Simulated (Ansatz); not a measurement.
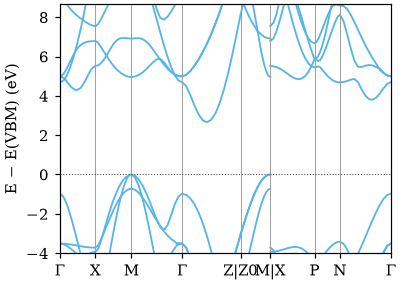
Band structure from r²SCAN in the plane-wave PAW code Ansatz

Task: Read off the gap and where the band edges lie.

Result: About 2.7 eV (2.66 eV by a search for the band edges); maximum at M, minimum on the Γ–Z line, 42 % of the way from Γ.

The material is C in space group I4/mmm (No. 139; C on 8h).

The start of the workflow was typed in or built on a structure type; the Crystallography Open Database copy checked does not list it. It is not the phase usual at ambient conditions (space group No. 194, 227). The r²SCAN relaxation kept the symmetry of its start; whether a distortion lowers the energy is not shown.

Potentials: the later of the program's two PAW sets.
